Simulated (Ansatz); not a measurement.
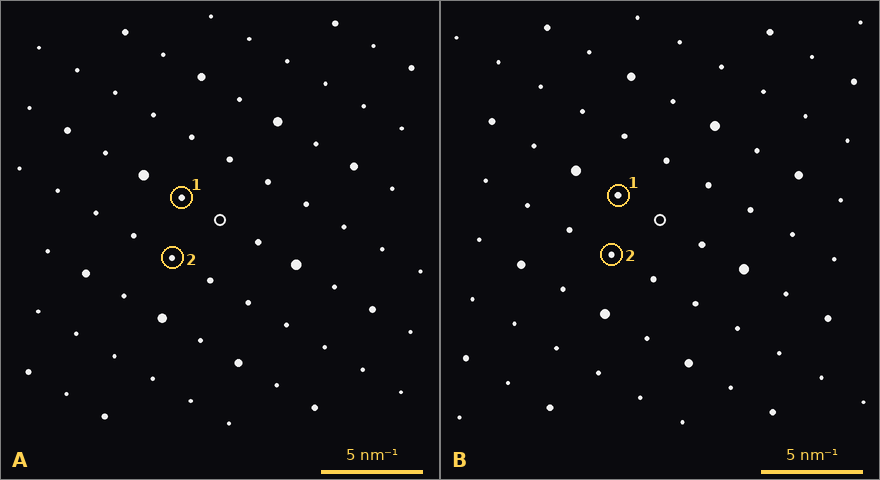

Kinematic electron diffraction patterns (300 kV, B = 0.5 Å², same scale) along [011] of the run's own cell, for the start and the end of one relaxation of W3C with DFT PBE, scalar-relativistic, plane waves, PAW (Ansatz). k mesh 18×18×18. The start is a generated model structure, and the relaxation ends in the nearest stationary point of its symmetry, not necessarily the ground state. Spot 1 is -1 -1 1 and spot 2 is 0 -1 1 in both.

Start structure:

```yaml
crystal:
  lattice:
    - [-1.84205, 1.84205, 4.11472]
    - [1.84205, -1.84205, 4.11472]
    - [1.84205, 1.84205, -4.11472]
  atoms:
    - { symbol: W, position: [0.50000, 0.50000, 0.00000] }
    - { symbol: W, position: [0.25000, 0.75000, 0.50000] }
    - { symbol: W, position: [0.75000, 0.25000, 0.50000] }
    - { symbol: C, position: [0.00000, 0.00000, 0.00000] }
```

Question: Which pattern belongs to the start structure, and which to the relaxed one?

Answer: B is the start: its cell gives d(1) = 4.115 Å, d(2) = 3.363 Å and an angle of 65.9°. A is the relaxed structure, with d(1) = 4.530 Å (+10.1 %), d(2) = 3.278 Å (-2.5 %) and 68.8°.

Question: Summarise the relaxation behind the change.

Answer: The volume changed by +0.3 % to 14.00 Å³ an atom; the fractional coordinates hardly changed; the space group stayed I4/mmm (No. 139); the free energy fell by 100 meV an atom. Relaxed cell: a = 5.167 Å, b = 5.167 Å, c = 5.167 Å, α = 140.22°, β = 140.22°, γ = 57.52°.
